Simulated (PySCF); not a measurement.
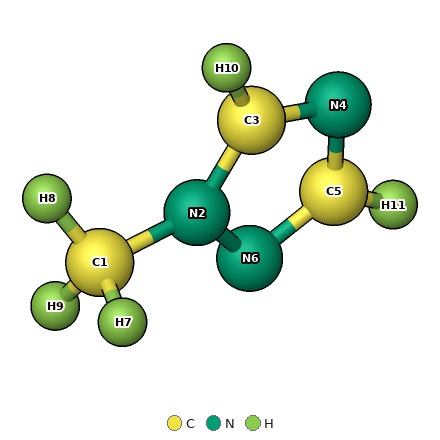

C₃H₅N₃, SMILES Cn1cncn1. Vertical core-electron binding energies by ΔSCF (SCAN, pcX-2 on the ionised atom, pcseg-1 elsewhere, spin-free X2C; PySCF, at a GFN2-xTB geometry (no frequency check)), gas phase, against the vacuum level. One atom of each kind was ionised; within a panel, areas follow the number of like atoms, each panel is scaled alone, Gaussians of 1.0 eV full width. Only the regions named are shown. Lines closer than the width merge in the curve.

> Predict the C 1s and N 1s photoelectron lines.

| level | atoms | binding energy (eV) |
| --- | --- | --- |
| C 1s | C1 | 292.6 |
| C 1s | C3 | 292.2 |
| C 1s | C5 | 291.7 |
| N 1s | N2 | 407.4 |
| N 1s | N6 | 405.4 |
| N 1s | N4 | 404.6 |

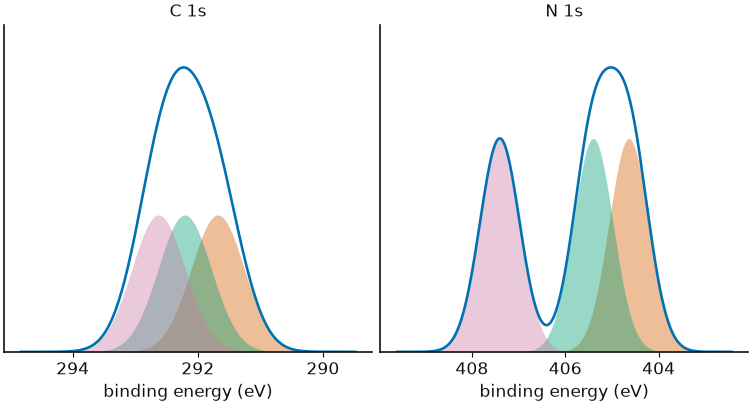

Note: the tight-binding geometry is rougher than a DFT one and adds to the error.
